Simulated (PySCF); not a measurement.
```xyz
5

C    -2.5213    0.5867   -0.5010
C    -1.2742    0.2970   -0.2465
C    -0.0374    0.0037    0.0081
C     1.1883   -0.2850    0.2609
S     2.6782   -0.6376    0.5698
```

Geometry: PBE0-D3(BJ)/def2-SVP.

Method: UKS B3LYP, IGLO-III on C S, non-relativistic, mean-field spin-orbit, GIAO in PySCF.

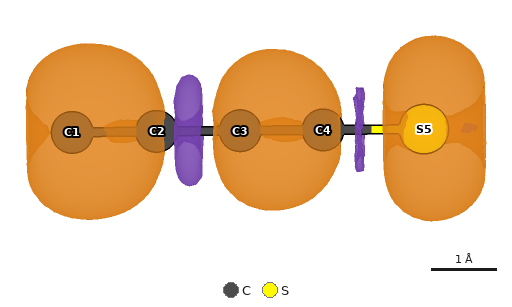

C$_{4}$S (SMILES [C]=C=C=C=S) (triplet). Isosurfaces of the spin density at +0.02 (orange) and −0.02 e/Å³ (purple), seen from one side.

Describe the spin distribution.

The unpaired spin (2 electrons) lies mostly on C1 (about 0.7), S5 (about 0.6), C3 (about 0.3), C4 (about 0.2) and C2 (about 0.2), in electrons by Hirshfeld's partition.
